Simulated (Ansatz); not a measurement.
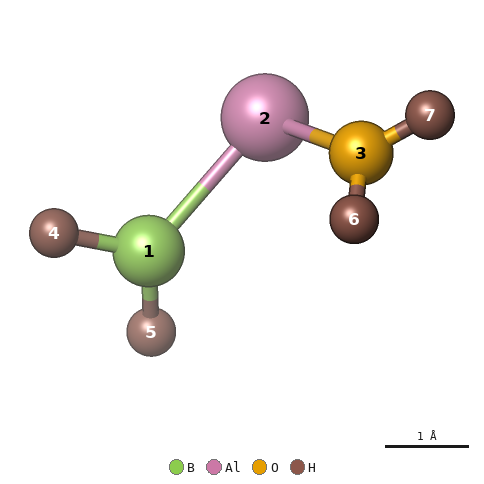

Orthographic view. Atoms fade into the background with distance from the viewer. Computed geometry: PBE-D4/def2-SVP optimisation. No frequency run is at hand to confirm it as a minimum.

Give the geometry as a Z-matrix, atoms in numerical order, with these reference atoms: 2 to 1; 3 to 2, 1; 4 to 1, 2, 3; 5 to 1, 4, 2; 6 to 3, 2, 1; 7 to 3, 6, 2.

```
B  
Al   1   2.145
O    2   2.066   1    97.8
H    1   1.231   2   120.3   3   105.4
H    1   1.231   4   111.4   2  -151.1
H    3   0.975   2   125.2   1     7.5
H    3   0.976   6   109.0   2  -167.8
```
